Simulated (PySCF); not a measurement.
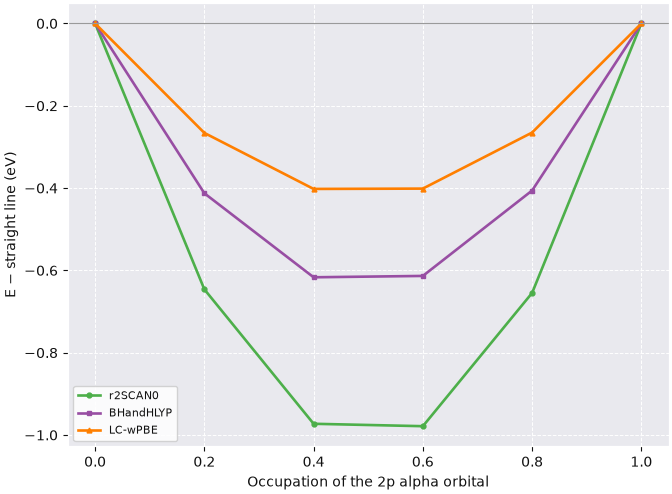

One 2p alpha orbital of neutral nitrogen ([He] 2s² 2p³) is emptied in steps. The plot gives the energy less the straight line between the integer ends. PySCF, aug-cc-pVTZ, non-relativistic, unrestricted single determinants, no spin-orbit coupling.

What do the curves say about each method?

Answer. r2SCAN0: convex (delocalisation error), largest departure −0.98 eV, removal energy 14.76 eV; BHandHLYP: convex (delocalisation error), largest departure −0.62 eV, removal energy 14.44 eV; LC-wPBE: convex (delocalisation error), largest departure −0.40 eV, removal energy 14.88 eV. The measured removal energy is 14.53 eV. The exact energy is a straight line between whole electron numbers.
